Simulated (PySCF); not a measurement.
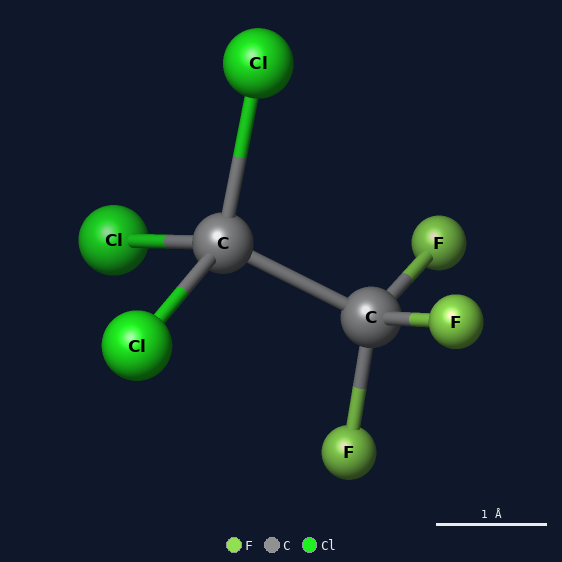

A ball-and-stick model of a molecule. Every bond is drawn as one stick, whatever its order.

Computed geometry: PBE0-D3(BJ)/def2-SVP optimisation. No frequency run is at hand to confirm it as a minimum.

Question: Which formula does it have?

Answer: C2Cl3F3, 8 atoms: 2 carbon, 3 chlorine and 3 fluorine.

Question: Give a SMILES string for it.

Answer: FC(F)(F)C(Cl)(Cl)Cl

More results for the same structure follow; atom numbers are the same in all pictures, views and colours differ.

**Symmetry**

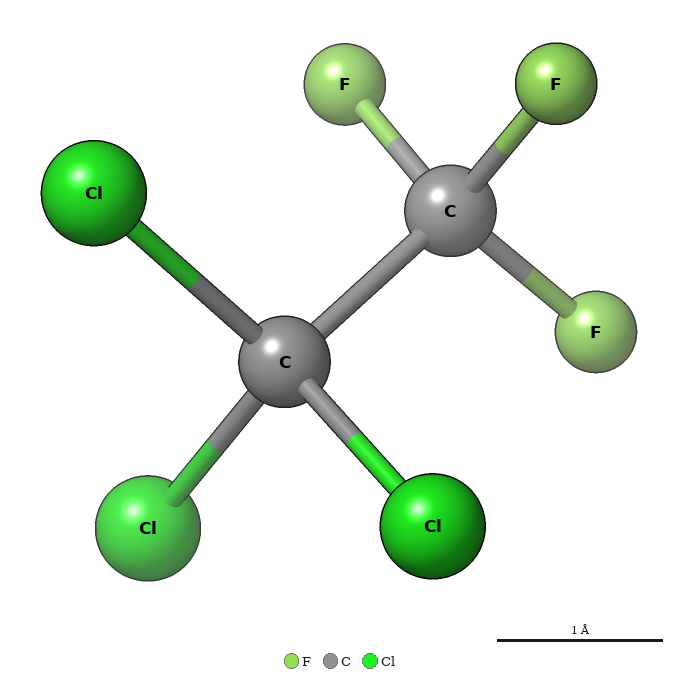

Atoms fade into the background with distance from the viewer. No frequency run is at hand to confirm it as a minimum. Masses are those of the most abundant isotopes; constants are for the rigid equilibrium geometry.

Question: Classify the rotor and give the rotational constants (cm⁻¹).

Answer: A prolate symmetric top (C3v): A = 0.0441, B = C = 0.0372 cm⁻¹.

**NMR shielding**

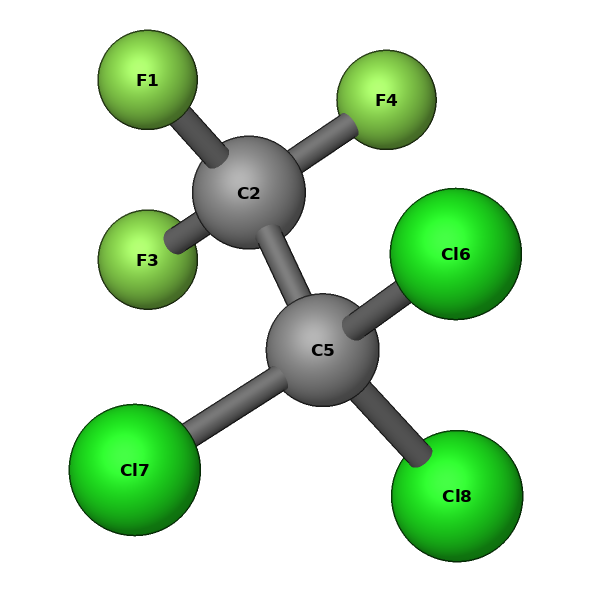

The questions are on isotropic NMR shieldings of the C atoms. No frequency run is at hand to confirm it as a minimum. Method: GIAO PBE0/pcSseg-1 NMR shielding, non-relativistic, IEF-PCM chloroform (PySCF 2.14.0).

List the isotropic NMR shieldings of the C atoms.

```json
{"atom": "C2", "σ (ppm)": "58.5"}
{"atom": "C5", "σ (ppm)": "69.8"}
```

**Quadrupole coupling**

No frequency run is at hand to confirm it as a minimum. Electric field gradients from the ground-state density, PBE0/pcSseg-1 in chloroform (IEF-PCM) (PySCF 2.14.0), non-relativistic apart from any core potentials.

Give the largest field-gradient component, the quadrupole coupling constant and the asymmetry for 35Cl at Cl6 (Q = −81.7 mb).

```tsv
atom	V_zz (a.u.)	e²qQ/h (MHz)	η
Cl6	4.509	−86.6	0.02
```

**Dipole moment**

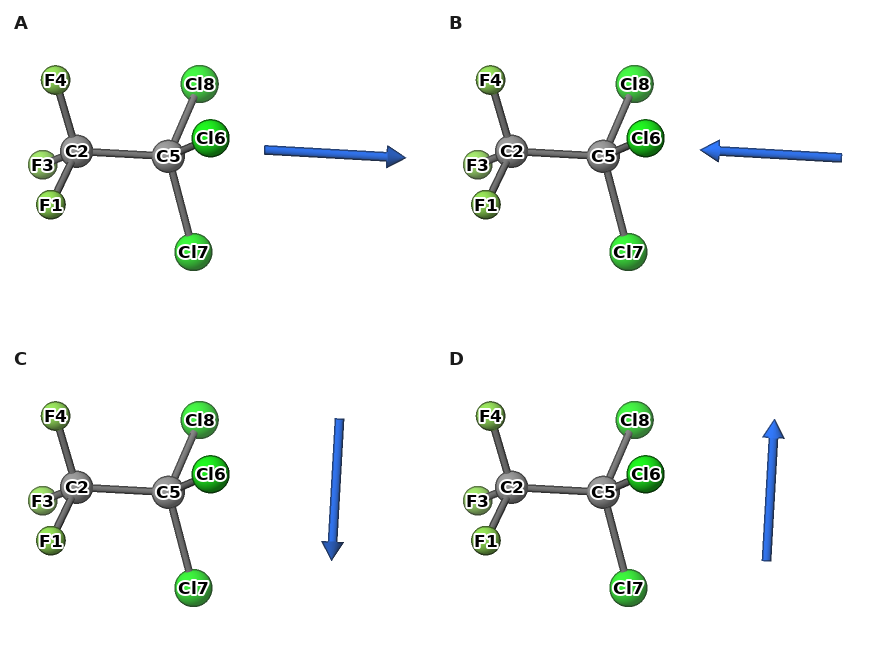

The same molecule four times, each with an arrow. No frequency run is at hand to confirm it as a minimum. Properties computed with CAM-B3LYP/def2-SVPD, gas phase (PySCF 2.14.0).

Question: Which arrow points along the dipole moment, from the negative to the positive end?

Answer: A. The dipole moment is 0.65 D; it points from the side of F1, F3, F4 to the side of Cl6, Cl7, Cl8 (the outermost atoms at the two ends).
